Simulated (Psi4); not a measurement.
# One shape, several levels: triplet SiNH4ClO

Wanted: a comparison of 4 runs (UB2PLYP/6-31G*, UDSD-PBEP86/6-31G*, UOMP2/6-31G*, UMP3/6-31G*) of triplet SiNH4ClO. 

The calculation is run with Psi4 1.11.

4 further runs of the same task are left out: 3 that didn't finish, 1 set aside as unsound or not needed.

## 1. The molecule

SiNH4ClO: 8 atoms, total charge 0, spin state triplet. As SMILES of the parent species, `N[SiH](O)Cl`. The shape is that of a PBE0-D4/def2-TZVP optimisation. This is one conformer, not always the lowest. That shape belongs to the parent species and isn't relaxed for this state.

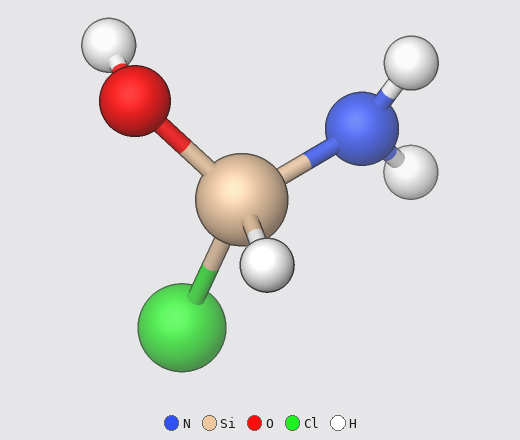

The structure, seen from a chosen angle (nitrogen blue, silicon light orange, oxygen red, chlorine green, hydrogen white).

## 2. The energy at UB2PLYP/6-31G(d) (density fitting for correlation, spherical functions) (run 1)

The input, clh4nosi.inp:

```
memory 2200 MB

molecule {
  0 3
  N     -1.41691665     1.67354146    -0.54613085
  Si     0.99097238    -0.42745605    -0.21788542
  O      1.04180601    -1.62762111     2.62086116
  Cl     0.32711159    -3.10217441    -2.96101186
  H     -2.30017464     1.88594667    -2.21608183
  H     -1.52482001     3.23596702     0.53479249
  H      3.58424354     0.52383208    -0.58316948
  H     -0.52817845    -2.26993902     3.26299010
  units au
  symmetry c1
  no_reorient
  no_com
}

set basis 6-31G*
set reference uks
set puream true
set e_convergence 1e-09
set d_convergence 1e-08
set scf_type pk
set dft_radial_points 99
set dft_spherical_points 590
set num_frozen_docc 12
set maxiter 100

energy_value, wavefunction = energy('b2plyp', return_wfn=True)
```

Run with:

```
$ psi4 clh4nosi.inp clh4nosi.out -n 1
```

clh4nosi.out:

```text
[...]
  Running in c1 symmetry.
[...]
  Nuclear repulsion =  228.759091881909143
[...]
  Multiplicity = 3
[...]
  Nalpha       = 26
  Nbeta        = 24
[...]
    Number of basis functions: 72
[...]
   @UKS iter   1:  -880.89807314909876    1.62034e-01   1.15668e-02 ADIIS/DIIS
[...]
   @UKS iter  23:  -881.30208667694535   -1.70530e-12   4.46289e-09 DIIS
[...]
   @S^2 Observed:                2.004677077E+00
[...]
  @UKS Final Energy:  -881.30208667694535
   => Energetics <=
    Nuclear Repulsion Energy =            228.7590918819091428
    One-Electron Energy =               -1671.1122392541783483
    Two-Electron Energy =                 592.6831741527410031
    DFT Exchange-Correlation Energy =     -31.6321134574171872
    Empirical Dispersion Energy =           0.0000000000000000
    VV10 Nonlocal Energy =                  0.0000000000000000
    Total Energy =                       -881.3020866769453505
[...]
 Multipole Moments:
 ------------------------------------------------------------------------------------
     Multipole            Electronic (a.u.)      Nuclear  (a.u.)        Total (a.u.)
 ------------------------------------------------------------------------------------
 L = 1.  Multiply by 2.5417464519 to convert [e a0] to [Debye]
 Dipole X            :        -17.7250780           17.0816123           -0.6434656
 Dipole Y            :         56.9668262          -56.6517216            0.3151046
 Dipole Z            :         35.4207013          -35.2450929            0.1756085
 Magnitude           :                                                    0.7376837
[...]
```

It took 42 s on 1 thread of Intel Xeon Platinum 8259CL at 2.50GHz (Skylake/Cascade Lake), shared host; peak memory 1.1 GiB.

## 3. The energy at UDSD-PBEP86/6-31G(d) (density fitting for correlation, spherical functions) (run 2)

The input, calc.py:

```python
import psi4

psi4.set_memory('2200 MB')
psi4.set_num_threads(1)
psi4.core.set_output_file('psi4.out', False)

geom = psi4.geometry("""
0 3
N     -1.41691665     1.67354146    -0.54613085
Si     0.99097238    -0.42745605    -0.21788542
O      1.04180601    -1.62762111     2.62086116
Cl     0.32711159    -3.10217441    -2.96101186
H     -2.30017464     1.88594667    -2.21608183
H     -1.52482001     3.23596702     0.53479249
H      3.58424354     0.52383208    -0.58316948
H     -0.52817845    -2.26993902     3.26299010
units bohr
symmetry c1
""")

options = {'reference': 'uks', 'puream': True, 'e_convergence': 1e-09, 'd_convergence': 1e-08, 'scf_type': 'pk', 'dft_radial_points': 99, 'dft_spherical_points': 590, 'num_frozen_docc': 12, 'maxiter': 100}
psi4.set_options(options)

E, wfn = psi4.energy('dsd-pbep86/6-31G*', return_wfn=True)
print(f'dsd-pbep86/6-31G* energy: {E:.10f} Eh')
```

Run with:

```
$ python calc.py
```

psi4.out:

```text
[...]
  Running in c1 symmetry.
[...]
  Nuclear repulsion =  228.759091881909143
[...]
  Multiplicity = 3
[...]
  Nalpha       = 26
  Nbeta        = 24
[...]
    Number of basis functions: 72
[...]
   @UKS iter   1:  -880.39772852829412   -7.11245e-03   9.34578e-03 ADIIS/DIIS
[...]
   @UKS iter  23:  -880.70194957045260   -8.07177e-12   7.92410e-09 DIIS
[...]
   @S^2 Observed:                2.005665242E+00
[...]
  @UKS Final Energy:  -880.70194957045260
   => Energetics <=
    Nuclear Repulsion Energy =            228.7590918819091428
    One-Electron Energy =               -1670.8598698292269091
    Two-Electron Energy =                 580.2075057219354903
    DFT Exchange-Correlation Energy =     -18.8086773450703149
    Empirical Dispersion Energy =           0.0000000000000000
    VV10 Nonlocal Energy =                  0.0000000000000000
    Total Energy =                       -880.7019495704525980
[...]
 Multipole Moments:
 ------------------------------------------------------------------------------------
     Multipole            Electronic (a.u.)      Nuclear  (a.u.)        Total (a.u.)
 ------------------------------------------------------------------------------------
 L = 1.  Multiply by 2.5417464519 to convert [e a0] to [Debye]
 Dipole X            :          0.3855875           -1.0728176           -0.6872301
 Dipole Y            :         -4.7569754            5.0317101            0.2747348
 Dipole Z            :         -2.9265399            3.0944870            0.1679471
 Magnitude           :                                                    0.7589273
[...]
```

Standard output:

```text
dsd-pbep86/6-31G* energy: -880.9772350164 Eh
```

Run time: 37 s. Hardware: 1 thread of Intel Xeon Platinum 8259CL at 2.50GHz (Skylake/Cascade Lake), shared host; peak memory 1.1 GiB.

Run 3 isn't shown in full; the table further down has it.

## 4. The energy at UMP3/6-31G(d) (spherical functions) (run 4)

The input, clh4nosi.xyz:

```xyz
8
ClH4NOSi
N     -0.749800     0.885600    -0.289000
Si     0.524400    -0.226200    -0.115300
O      0.551300    -0.861300     1.386900
Cl     0.173100    -1.641600    -1.566900
H     -1.217200     0.998000    -1.172700
H     -0.806900     1.712400     0.283000
H      1.896700     0.277200    -0.308600
H     -0.279500    -1.201200     1.726700
```

The input, run.py:

```python
import numpy as np
from ase.calculators.psi4 import Psi4
from ase.io import read

atoms = read('clh4nosi.xyz')
calc = Psi4(atoms=atoms, method='mp3', basis='6-31G*', memory='2200MB', num_threads=1, charge=0, multiplicity=3, label='clh4nosi', reference='uhf')
calc.psi4.set_options({'puream': True, 'e_convergence': 1e-09, 'd_convergence': 1e-08, 'scf_type': 'pk', 'num_frozen_docc': 12, 'maxiter': 100, 'mp_type': 'conv'})
atoms.calc = calc

print(f'energy: {atoms.get_potential_energy():.6f} eV')
```

Run with:

```
$ python run.py
```

clh4nosi.dat:

```text
[...]
  Running in c1 symmetry.
[...]
  Nuclear repulsion =  228.759091773363366
[...]
  Multiplicity = 3
[...]
  Nalpha       = 26
  Nbeta        = 24
[...]
    Number of basis functions: 72
[...]
   @UHF iter   1:  -879.64163196556547   -1.70074e-01   7.71337e-03 ADIIS/DIIS
[...]
   @UHF iter  25:  -879.90453953084341   -5.11591e-12   8.42690e-09 DIIS
[...]
   @S^2 Observed:                2.007541602E+00
[...]
  @UHF Final Energy:  -879.90453953084341
   => Energetics <=
    Nuclear Repulsion Energy =            228.7590917733633660
    One-Electron Energy =               -1670.5781374709208649
    Two-Electron Energy =                 561.9145061667142045
    Total Energy =                       -879.9045395308434081
  UHF NO Occupations:
  HONO-2 :   24  A 1.9975333
  HONO-1 :   25  A 1.0000000
[...]
 Multipole Moments:
 ------------------------------------------------------------------------------------
     Multipole            Electronic (a.u.)      Nuclear  (a.u.)        Total (a.u.)
 ------------------------------------------------------------------------------------
 L = 1.  Multiply by 2.5417464519 to convert [e a0] to [Debye]
 Dipole X            :          0.3823704           -1.0728176           -0.6904472
 Dipole Y            :         -4.8541972            5.0317101            0.1775129
 Dipole Z            :         -2.9771244            3.0944870            0.1173626
 Magnitude           :                                                    0.7224972
[...]
	SCS-MP2 Total Energy (a.u.)        :  -880.41010420457064
	SOS-MP2 Total Energy (a.u.)        :  -880.40216136589743
[...]
	SOS-PI-MP2 Total Energy (a.u.)     :  -880.44043996859386
[...]
	MP2 Total Energy (a.u.)            :  -880.42598988191742
[...]
	SCS-MP3 Total Energy (a.u.)        :  -880.41826565460190
[...]
	MP3 Total Energy (a.u.)            :  -880.45863568204243
[...]
```

On the terminal:

```text
energy: -23958.499814 eV
```

Run time: 11 s. Hardware: 1 thread of Intel Xeon Platinum 8259CL at 2.50GHz (Skylake/Cascade Lake), shared host; peak memory 0.38 GiB.

## 5. The series

```
run                                                                      level         integration grid  fitting correlation  energy (Eh)  HOMO energy (eV)   ⟨S²⟩  wall time
  1      UB2PLYP/6-31G* (density fitting for correlation, spherical functions)  99 radial × 590 angular      density fitting  -881.475072             -1.74  2.005       42 s
  2  UDSD-PBEP86/6-31G* (density fitting for correlation, spherical functions)  99 radial × 590 angular      density fitting  -880.977235             -2.26  2.006       37 s
  3        UOMP2/6-31G* (density fitting for correlation, spherical functions)                        –      density fitting  -880.433722             -2.69  2.008       49 s
  4                                          UMP3/6-31G* (spherical functions)                        –                 none  -880.458636             -2.69  2.008       11 s
```

## 6. Outcome

| quantity | value |
| --- | --- |
| run 4: total energy | -880.45864 Eh |
| run 4: HOMO energy (Hartree–Fock orbitals) (highest over α and β) | -2.69 eV |
| run 4: LUMO energy (Hartree–Fock orbitals) (lowest over α and β) | -0.41 eV |
| run 4: correlation energy (12 core orbitals frozen) | -554.1 mEh |
| run 4: ⟨S²⟩ of the reference determinant | 2.008 |

In words: Totals of different functionals can't be ranked against each other. All runs together took 2.3 min, the longest 49 s.
